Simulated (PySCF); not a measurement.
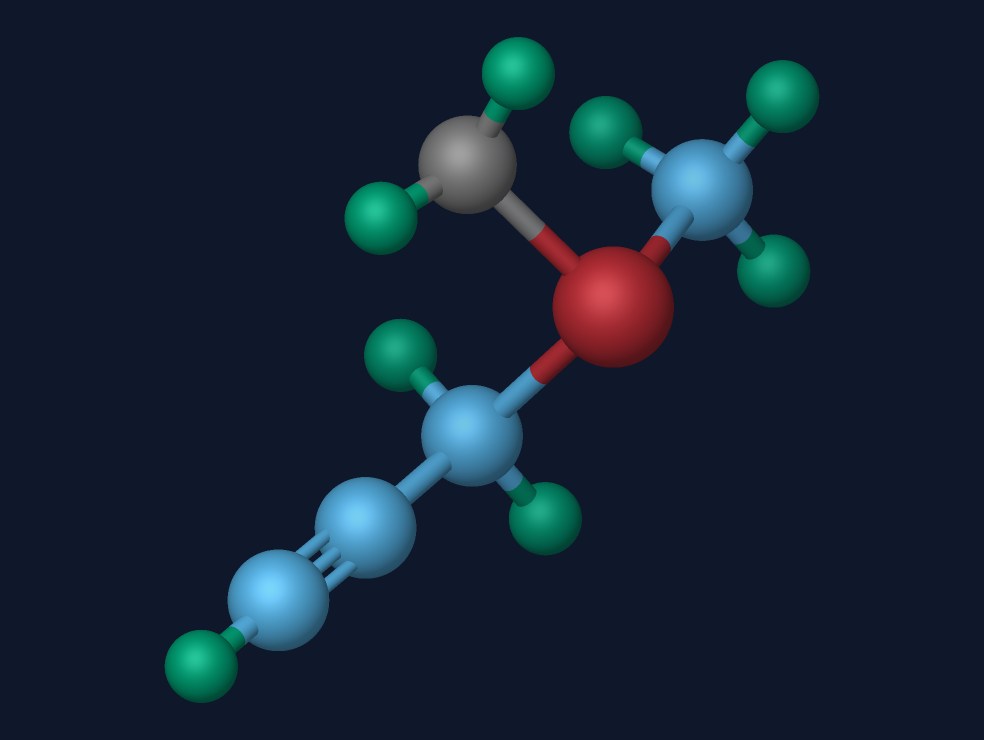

A ball-and-stick model of a molecule. Colours: carbon blue, phosphorus red, nitrogen grey, hydrogen teal.

The geometry was computed by an optimisation with GFN2-xTB. No frequency run is at hand to confirm it as a minimum.

Count the atoms of each element.

C₄H₈NP, 14 atoms: 4 carbon, 8 hydrogen, 1 nitrogen and 1 phosphorus.

Does it have rings?

It has no ring.

The parts below concern this one geometry. Atoms keep their numbers from picture to picture.

Symmetry

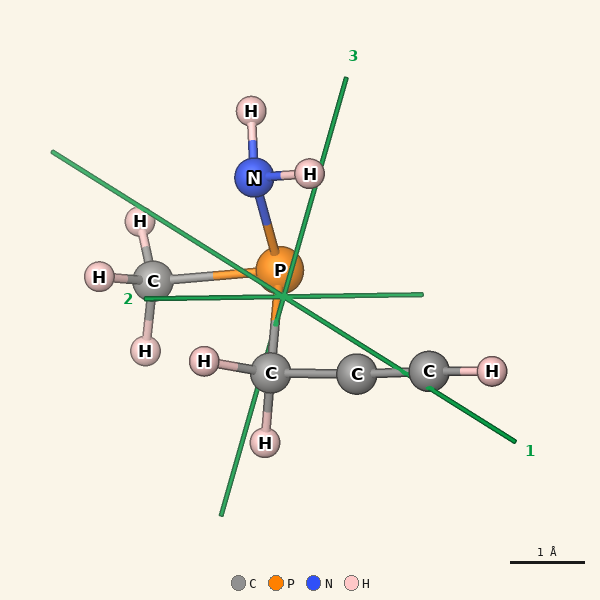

The three principal axes of inertia are drawn and numbered. Depth is shown by fading: the farther an atom, the more it takes the colour of the background. No frequency run is at hand to confirm it as a minimum. Masses are those of the most abundant isotopes; constants are for the rigid equilibrium geometry.

Which line is the a axis (least moment of inertia), which b and which c?

a is line 1, b is line 3, c is line 2; the moments are 83.6, 289, 333 u Å².

Classify the rotor and give the rotational constants (GHz).

An asymmetric top (C1): A = 6.04, B = 1.75, C = 1.52 GHz. Ray's parameter κ is −0.90, close to the prolate limit.

Core levels

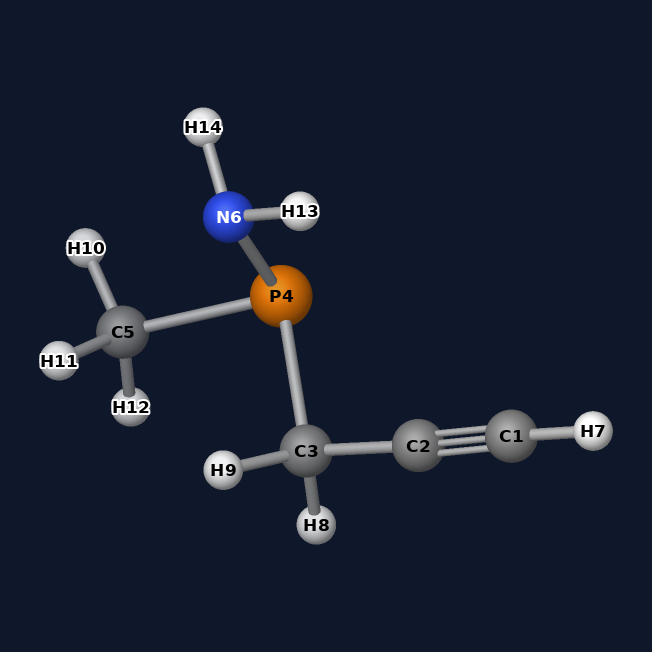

No frequency run is at hand to confirm it as a minimum. Level of theory: delta-SCF UKS SCAN, pcX-2 on the ionised atom, pcseg-1 elsewhere, spin-free X2C (PySCF 2.14.0).

Give the core-electron binding energies (to vacuum; p and d levels without spin–orbit splitting) of C1 1s, C2 1s, C3 1s, P4 1s, P4 2p, C5 1s, N6 1s.

```csv
atom,level,binding energy (eV)
C1,1s,289.9
C2,1s,290.6
C3,1s,291.0
P4,1s,2150.2
P4,2p,136.8
C5,1s,290.3
N6,1s,404.7
```

Dipole moment

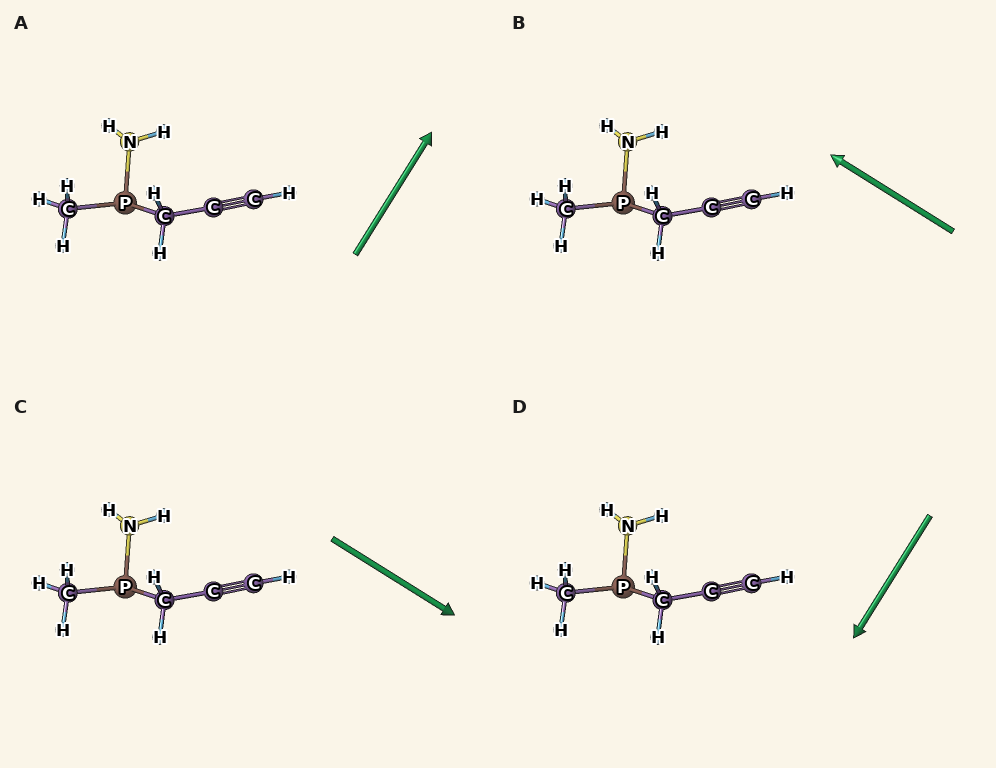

The same molecule four times, each with an arrow. No frequency run is at hand to confirm it as a minimum. Method: CAM-B3LYP/def2-SVPD, gas phase (PySCF 2.14.0).

Which arrow points along the dipole moment, from the negative to the positive end?

B. The dipole moment is 0.80 D.

Excitation

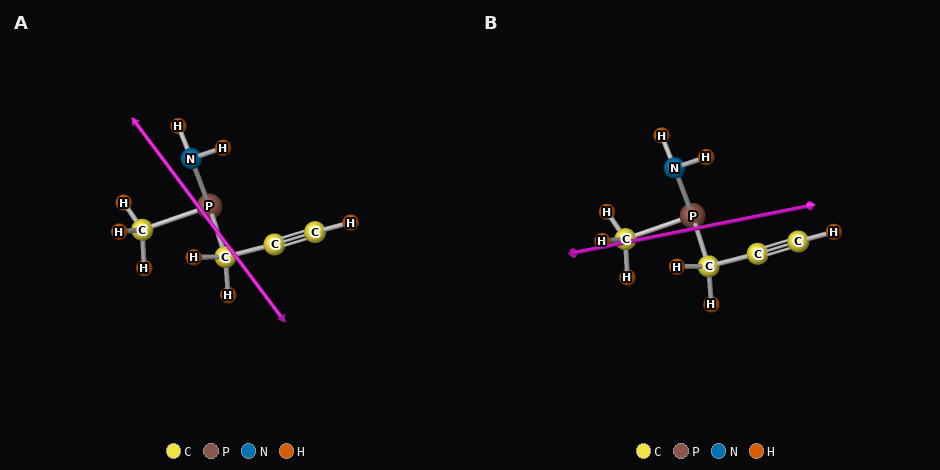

The double arrows show the directions of two transition dipoles from the ground state (lengths mean nothing). No frequency run is at hand to confirm it as a minimum. Method: TDDFT CAM-B3LYP/def2-SVPD, vertical, gas phase, core orbitals frozen in the response (PySCF 2.14.0).

One belongs to singlet state 1 and one to singlet state 2. Which is which?

A: state 1, 5.53 eV (224 nm), oscillator strength 0.043, mainly HOMO → LUMO (weight 0.71).
B: state 2, 6.07 eV (204 nm), oscillator strength 0.11, mainly HOMO → LUMO+1 (weight 0.71).

The geometry is semi-empirical. Around P such bond lengths and angles can be off by a tenth of an ångström or more and by several degrees, and values that hang on the shape move with them.
